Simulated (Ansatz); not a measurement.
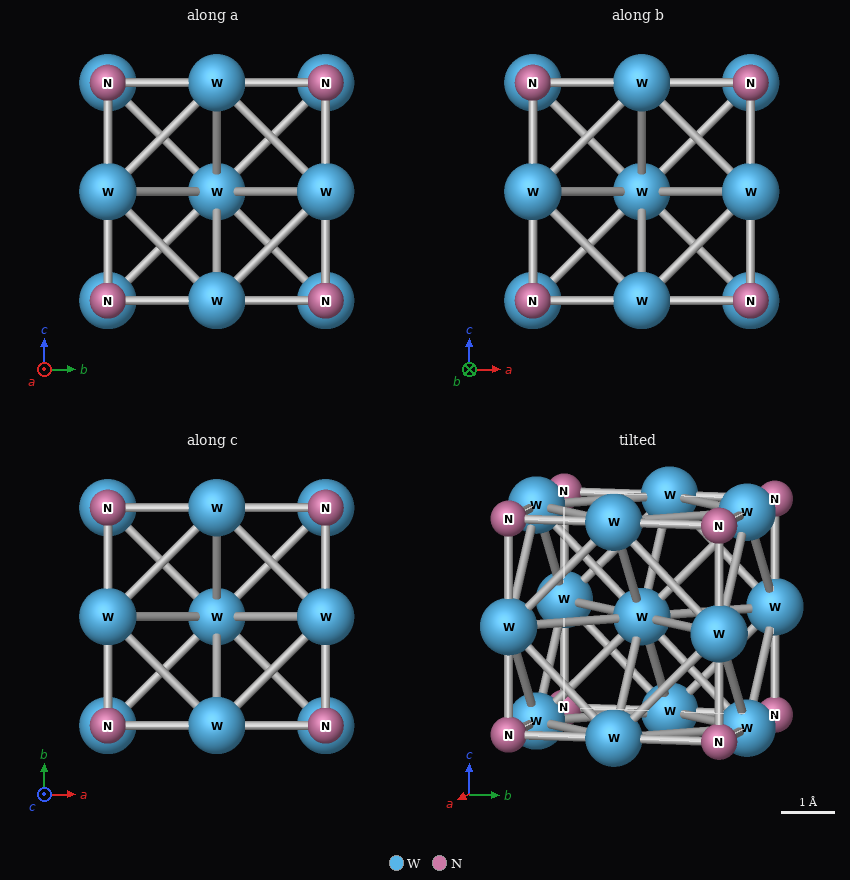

A ball-and-stick rendering, viewed along the a axis, along the b axis, along the c axis and slightly off an axis. The parallelepiped is the conventional unit cell.

Lattice parameters: a = 4.134 Å, b = 4.134 Å, c = 4.134 Å, α = 90.00°, β = 90.00°, γ = 90.00°.

> Convert the drawing into a table of Wyckoff sites.

Space group Pm-3m (No. 221).
```
atom  site       x       y       z
   W    3d  0.5000  0.0000  0.0000
   W    1b  0.5000  0.5000  0.5000
   N    1a  0.0000  0.0000  0.0000
```

The structure comes from a structure type filled with these elements by a generator (whether the compound takes this form wasn't checked). Cell shown after relaxation with DFT PBE, scalar-relativistic, plane waves, PAW in Ansatz.
